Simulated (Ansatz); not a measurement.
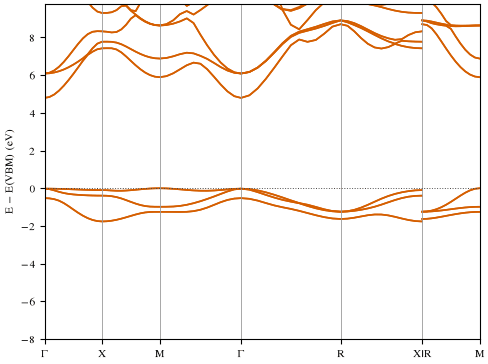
Fig. 1. Band structure from DFT-r²SCAN with spin–orbit coupling in the program Ansatz with PAW potentials

Q: Read off the gap and where the band edges lie.

A: About 4.8 eV (4.79 eV by a search for the band edges); maximum at M, minimum at Γ.

The material is RbBr (CsCl type, Pm-3m).

The workflow started from a Materials Project entry (that database holds measured and hypothetical structures alike); the Crystallography Open Database copy checked does not list it. COD files the formula under space group No. 225. Whether it is the stable phase at ambient conditions was not checked. The cell was relaxed with r²SCAN under the symmetry of its start; whether a distortion lowers the energy is not shown.

Potentials: the later of the program's two PAW sets.
